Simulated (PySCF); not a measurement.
Input file:

```
{"job": {"kind": "nmr", "xc": "PBE0", "basis": "pcSseg-1"}, "charge": 0, "multiplicity": 1}
Si    -0.299516    -0.588552    -1.841655
O     -0.300479    -0.501563    -0.170730
C      0.282955     0.519849     0.514753
C      0.172757     0.321659     1.990936
O      0.810669     1.436386    -0.045720
H      0.609431     1.178749     2.514219
H      0.696000    -0.604091     2.272922
H     -0.882698     0.193383     2.270976
Cl     1.595092    -0.708886    -2.560381
Cl    -1.282669     0.977679    -2.675956
Cl    -1.303491    -2.310092    -2.238466
```

Command:

```sh
OMP_NUM_THREADS=1 python probes_run.py task.json out
```

Geometry: PBE0-D3(BJ)/def2-SVP.

The calculation used PBE0/pcSseg-1, SCF density, gas phase, non-relativistic in PySCF.

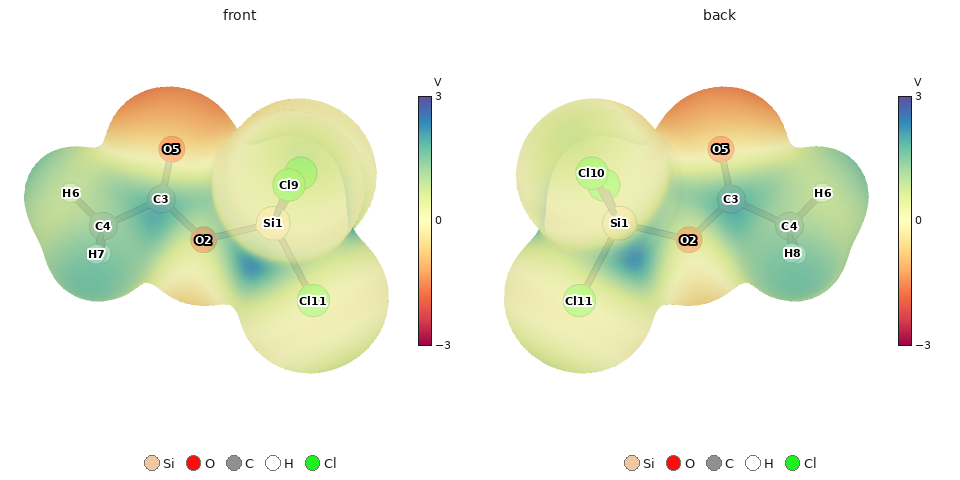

C$_{2}$H$_{3}$Cl$_{3}$O$_{2}$Si. The molecular electrostatic potential painted on the density surface at 0.004 e/bohr³, seen from the front and from behind; the colour scale runs from red (negative) to blue (positive).

Describe the electrostatic potential map.

The most negative region (about −1.5 V) lies over O5, the most positive (about +2.2 V) over Si1. Cl9 shows a σ-hole: about +0.7 V at the tip opposite its bond, against about −0.1 V on its flanks. Cl10 shows a σ-hole: about +0.7 V at the tip opposite its bond, against about −0.1 V on its flanks. Cl11 shows a σ-hole: about +0.7 V at the tip opposite its bond, against about 0.0 V on its flanks. O5 is the likeliest acceptor of a hydrogen bond.

How polar is the molecule by this calculation?

Its dipole moment is 2.59 D.
